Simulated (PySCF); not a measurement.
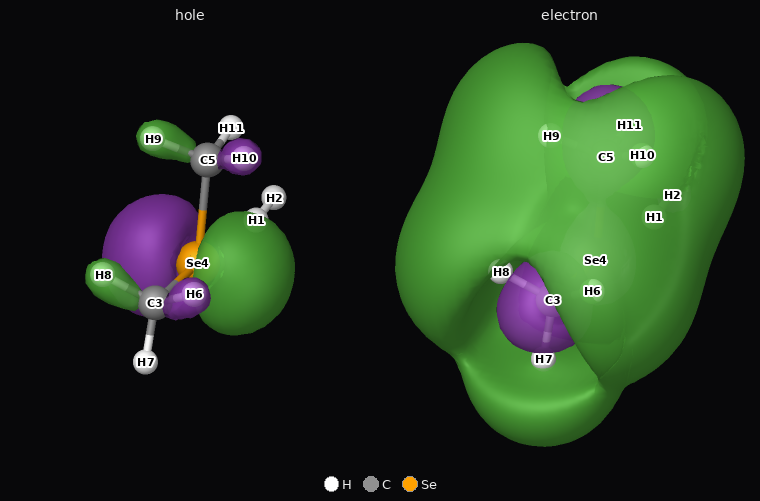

C2H8Se, SMILES `[H][H].C[Se]C`. Leading natural transition orbital pair of S₃ (TDA singlet states); the surfaces enclose about 78 % of each orbital's density.

Level of theory: LC-wPBE/def2-SVP (PySCF), at a geometry from GFN2-xTB. The pair's geometry is semi-empirical, so its contact may be too short or too long. GFN2-xTB bond lengths at metals and heavier atoms can be off by up to 0.1 Å and shapes distorted, which carries into these values. Without diffuse functions Rydberg states are missing, so the states' numbers hold for this basis only.

Cartesian coordinates (Å):

```
H1      -2.5996   -1.2834   -0.0016
H2      -3.3858   -1.3607   -0.0083
C3       1.7825    0.1355   -0.0016
Se4     -0.0950   -0.3739    0.0007
C5      -0.8265    1.4361   -0.0012
H6       1.9957    0.7163   -0.8939
H7       2.3729   -0.7756   -0.0005
H8       1.9958    0.7178    0.8924
H9      -0.4875    1.9564    0.8921
H10     -0.4876    1.9549   -0.8953
H11     -1.9098    1.3585    0.0085
```

Q: Characterise the state.

A: 7.83 eV (158 nm), f = 0.000 (dark), n → σ*; the leading pair carries 100 %; hole on Se4 (80 %) and C3 and C5 (5 % each), electron on H6, H8, H9 and H10 (13 % each), C3 and C5 (12 % each) and Se4 (10 %); their centroids lie 1.5 Å apart. In canonical orbitals it is mainly HOMO → LUMO+2 (55 %). The HOMO–LUMO gap is 11.55 eV.
